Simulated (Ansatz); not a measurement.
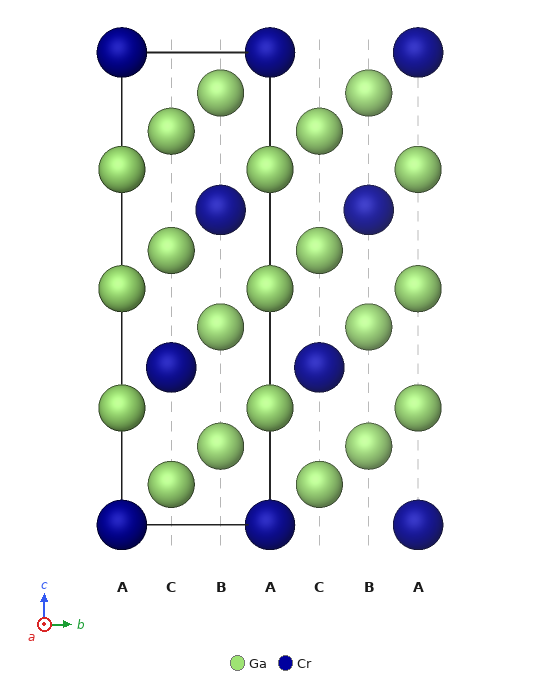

Projection along an edge of the hexagonal mesh, stacking direction c upwards. The dashed lines mark the three columns A (0, 0), B (1/3, 2/3) and C (2/3, 1/3). The sequence starts with the first layer at or above the cell's origin.

The compound is CrGa₃ (space group R-3m, No. 166), taken as the end point of a relaxation with DFT PBE, scalar-relativistic, plane waves, PAW in Ansatz 0.2.0; the starting structure was generated, so it need not be a known form of this composition.

Question: List the layers of one repeat.

Answer: Cr(A) – Ga(C) – Ga(B) – Ga(A) – Cr(C) – Ga(B) – Ga(A) – Ga(C) – Cr(B) – Ga(A) – Ga(C) – Ga(B) (twelve layers in 12.20 Å).
